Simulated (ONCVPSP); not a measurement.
**Ce: pseudopotential generation (part 2 of 2)**

The same run, continued: cerium (Ce, Z = 58), core [Kr] 4d10, reference valence 4f0.5 5s2 5p6 5d1.5 6s2, valence charge 12. Method: ONCV potential, PBE, fully relativistic, made with ONCVPSP 4.0.1.

## The program's output (extracts), continued
```
   n   l kap    f        eae           eps        diff
   1   0  -1  2.0000-1478.77395604
   2   0  -1  2.0000 -236.79311957
   2   1  -2  4.0000 -207.14771003
   2   1   1  2.0000 -223.55899683
   3   0  -1  2.0000  -51.12390477
   3   1  -2  4.0000  -42.29835312
   3   1   1  2.0000  -45.52303090
   3   2  -3  6.0000  -31.81886454
   3   2   2  4.0000  -32.51108679
   4   0  -1  2.0000  -10.46100687
   4   1  -2  4.0000   -7.68338301
   4   1   1  2.0000   -8.37902506
   4   2  -3  6.0000   -4.14165171
   4   2   2  4.0000   -4.26407372
   4   3  -4  0.2857   -0.29869507   -0.29870163   -6.56E-06
   4   3   3  0.2143   -0.31176909   -0.31176105    8.04E-06
   5   0  -1  2.0000   -1.55028569   -1.55028483    8.66E-07
   5   1  -2  4.0000   -0.86856918   -0.86857151   -2.33E-06
   5   1   1  2.0000   -0.97355699   -0.97355758   -5.89E-07
   5   2  -3  0.9000   -0.12763410   -0.12763468   -5.80E-07
   5   2   2  0.6000   -0.13603215   -0.13603173    4.26E-07
   6   0  -1  2.0000   -0.14247799   -0.14247676    1.23E-06

    Total energies and differences
      AE_ref= -8.86511905E+03  AE_tst= -8.86511905E+03  dif=  0.00E+00
      PS_ref= -3.91050402E+01  PS_tst= -3.91050402E+01  dif=  2.13E-14
      PSP excitation error= -2.13E-14

Test configuration 1

   n   l kap    f        eae           eps        diff
   1   0  -1  2.0000-1478.64600023
   2   0  -1  2.0000 -236.65167498
   2   1  -2  4.0000 -207.00819758
   2   1   1  2.0000 -223.42058714
   3   0  -1  2.0000  -50.95968330
   3   1  -2  4.0000  -42.13443950
   3   1   1  2.0000  -45.35979869
   3   2  -3  6.0000  -31.65714371
   3   2   2  4.0000  -32.34969003
   4   0  -1  2.0000  -10.31187825
   4   1  -2  4.0000   -7.53968931
   4   1   1  2.0000   -8.23234803
   4   2  -3  6.0000   -4.00575959
   4   2   2  4.0000   -4.12711415
   4   3  -4  0.5714   -0.19238257   -0.20019692   -7.81E-03
   4   3   3  0.4286   -0.20457595   -0.21257039   -7.99E-03
   5   0  -1  2.0000   -1.48976404   -1.48545101    4.31E-03
   5   1  -2  4.0000   -0.82255991   -0.82319577   -6.36E-04
   5   1   1  2.0000   -0.92342679   -0.92312452    3.02E-04
   5   2  -3  0.6000   -0.10941039   -0.11069945   -1.29E-03
   5   2   2  0.4000   -0.11682732   -0.11809544   -1.27E-03
   6   0  -1  2.0000   -0.13761068   -0.13728406    3.27E-04

    Total energies and differences
      AE_ref= -8.86511905E+03  AE_tst= -8.86518331E+03  dif= -6.43E-02
      PS_ref= -3.91050402E+01  PS_tst= -3.91711462E+01  dif= -6.61E-02
      PSP excitation error=  1.85E-03

Test configuration 2

   n   l kap    f        eae           eps        diff
   1   0  -1  2.0000-1478.86499119
   2   0  -1  2.0000 -236.86966700
   2   1  -2  4.0000 -207.22622922
   2   1   1  2.0000 -223.63866066
   3   0  -1  2.0000  -51.17749701
   3   1  -2  4.0000  -42.35225348
   3   1   1  2.0000  -45.57762534
   3   2  -3  6.0000  -31.87494193
   3   2   2  4.0000  -32.56749083
   4   0  -1  2.0000  -10.52954980
   4   1  -2  4.0000   -7.75732211
   4   1   1  2.0000   -8.44999894
   4   2  -3  6.0000   -4.22328267
   4   2   2  4.0000   -4.34464796
   4   3  -4  0.5714   -0.40919996   -0.41774048   -8.54E-03
   4   3   3  0.4286   -0.42143726   -0.43016632   -8.73E-03
   5   0  -1  2.0000   -1.70663417   -1.70252384    4.11E-03
   5   1  -2  4.0000   -1.03879359   -1.03928850   -4.95E-04
   5   1   1  2.0000   -1.13992360   -1.13955154    3.72E-04
   5   2  -3  0.6000   -0.31115134   -0.31243034   -1.28E-03
   5   2   2  0.4000   -0.31960834   -0.32084783   -1.24E-03
   6   0  -1  1.0000   -0.31193184   -0.31154125    3.91E-04

    Total energies and differences
      AE_ref= -8.86511905E+03  AE_tst= -8.86496022E+03  dif=  1.59E-01
      PS_ref= -3.91050402E+01  PS_tst= -3.89484286E+01  dif=  1.57E-01
      PSP excitation error=  2.22E-03

Test configuration 3

   n   l kap    f        eae           eps        diff
   1   0  -1  2.0000-1479.12244531
   2   0  -1  2.0000 -237.12570909
   2   1  -2  4.0000 -207.48232521
   2   1   1  2.0000 -223.89481704
   3   0  -1  2.0000  -51.43308907
   3   1  -2  4.0000  -42.60784345
   3   1   1  2.0000  -45.83324461
   3   2  -3  6.0000  -32.13054416
   3   2   2  4.0000  -32.82310074
   4   0  -1  2.0000  -10.78470483
   4   1  -2  4.0000   -8.01239423
   4   1   1  2.0000   -8.70511273
   4   2  -3  6.0000   -4.47815943
   4   2   2  4.0000   -4.59954593
   4   3  -4  0.5714   -0.66238564   -0.67221536   -9.83E-03
   4   3   3  0.4286   -0.67470679   -0.68473621   -1.00E-02
   5   0  -1  2.0000   -1.95928500   -1.95566828    3.62E-03
   5   1  -2  4.0000   -1.28902383   -1.28952421   -5.00E-04
   5   1   1  2.0000   -1.39100069   -1.39073087    2.70E-04
   5   2  -3  0.6000   -0.54172836   -0.54314428   -1.42E-03
   5   2   2  0.4000   -0.55132049   -0.55268038   -1.36E-03
   6   0  -1  0.0000   -0.50554209   -0.50554209    0.00E+00

    Total energies and differences
      AE_ref= -8.86511905E+03  AE_tst= -8.86455306E+03  dif=  5.66E-01
      PS_ref= -3.91050402E+01  PS_tst= -3.85415948E+01  dif=  5.63E-01
      PSP excitation error=  2.54E-03

Test configuration 4

   n   l kap    f        eae           eps        diff
   1   0  -1  2.0000-1478.72719184
   2   0  -1  2.0000 -236.73214198
   2   1  -2  4.0000 -207.08862006
   2   1   1  2.0000 -223.50102111
   3   0  -1  2.0000  -51.04022187
   3   1  -2  4.0000  -42.21496962
   3   1   1  2.0000  -45.44033393
   3   2  -3  6.0000  -31.73766351
   3   2   2  4.0000  -32.43020895
   4   0  -1  2.0000  -10.39244861
   4   1  -2  4.0000   -7.62020918
   4   1   1  2.0000   -8.31288697
   4   2  -3  6.0000   -4.08616643
   4   2   2  4.0000   -4.20753038
   4   3  -4  0.5714   -0.27196207   -0.28122065   -9.26E-03
   4   3   3  0.4286   -0.28421295   -0.29367149   -9.46E-03
   5   0  -1  2.0000   -1.56997709   -1.56582039    4.16E-03
   5   1  -2  4.0000   -0.90119188   -0.90147596   -2.84E-04
   5   1   1  2.0000   -1.00264932   -1.00209447    5.55E-04
   5   2  -3  0.6000   -0.17145252   -0.17265855   -1.21E-03
   5   2   2  0.4000   -0.17979831   -0.18096400   -1.17E-03
   6   0  -1  0.0000   -0.17973223   -0.50554209   -3.26E-01
   6   1  -2  1.3333   -0.08222009   -0.08219403    2.61E-05
   6   1   1  0.6667   -0.08991911   -0.08984974    6.94E-05

    Total energies and differences
      AE_ref= -8.86511905E+03  AE_tst= -8.86500026E+03  dif=  1.19E-01
      PS_ref= -3.91050402E+01  PS_tst= -3.89887891E+01  dif=  1.16E-01
      PSP excitation error=  2.53E-03
```

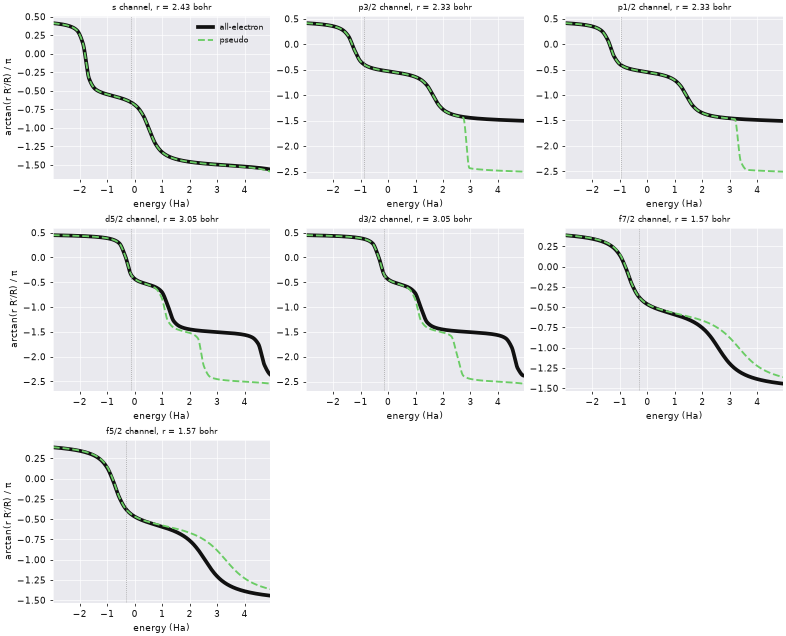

Fig. 1: Unwrapped phase arctan(r R′/R) in units of π against energy, all-electron (solid) and pseudo (dashed); the pseudo phase is matched to the all-electron one at the reference energy. Here R(r) is the radial function. A near-vertical step is a level narrower than the spacing of the points behind the curves. The dotted line marks the reference energy of the channel.

- Range over which the phases agree within 0.05 rad: s: up to about 4.7 Ha; p3/2: up to about 2.7 Ha; p1/2: up to about 3.3 Ha; d5/2: up to about 0.7 Ha; d3/2: up to about 0.7 Ha; f7/2: up to about 1.0 Ha; f5/2: up to about 0.9 Ha.
- Ghost states: Going away from the reference energies, the phases part by more than π/2 in: p3/2 at about 2.9 Ha (above its reference energy, pseudo phase lower, at the flagged ghost); p1/2 at about 3.3 Ha (above its reference energy, pseudo phase lower, at the flagged ghost); d5/2 at about 2.4 Ha (above its reference energy, pseudo phase lower); d3/2 at about 2.5 Ha (above its reference energy, pseudo phase lower). Such a step is either a state that only one of the two atoms has or an ordinary level shifted in energy. The separate test gives: GHOST(-) flagged for s at -134.4 eV; GHOST(+) flagged for p3/2 at 77.0 eV, p1/2 at 91.2 eV. The bound ghosts lie below the range of the plot.

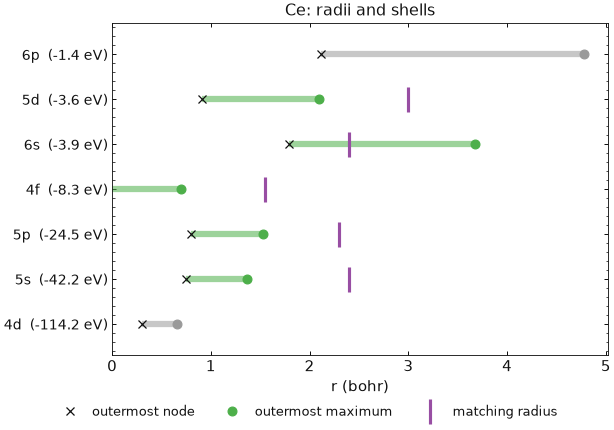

Fig. 2: Outer shells of the all-electron reference atom: each bar runs from the outermost node (or the nucleus) to the outermost maximum of u(r); the tick is the radius chosen for the pseudo-wave. Shells without a tick have no pseudo-wave of their own. Levels, nodes and maxima are from ld1.x, scalar-relativistic.

- Radii against the shells: 5s: 2.40 bohr, outside the maximum; 5p: 2.30 bohr, outside the maximum; 4f: 1.55 bohr, outside the maximum; 6s: 2.40 bohr, between node and maximum; 5d: 3.00 bohr, outside the maximum.

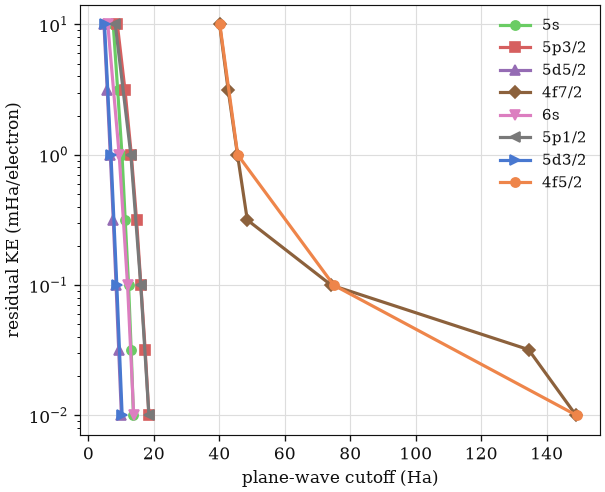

Fig. 3: Residual kinetic energy of the pseudo-waves (the first of each channel, and further valence shells) beyond the plane-wave cutoff, as the generator prints it.

- Cutoffs for the occupied states: 46 Ha for 1 mHa and 75 Ha for 0.1 mHa per electron. The first is set by 4f5/2.
- Cutoffs for 1 mHa per electron: 4f5/2: 46 Ha; 4f7/2: 46 Ha; 5p3/2: 13 Ha; 5p1/2: 13 Ha; 5s: 10 Ha; 6s: 9.4 Ha; 5d3/2: 6.9 Ha; 5d5/2: 6.7 Ha. The potential isn't sound: its ghost test gives GHOST(-) flagged for s at -134.4 eV; GHOST(+) flagged for p3/2 at 77.0 eV, p1/2 at 91.2 eV.

Outcome of the run: generated, with a ghost state.
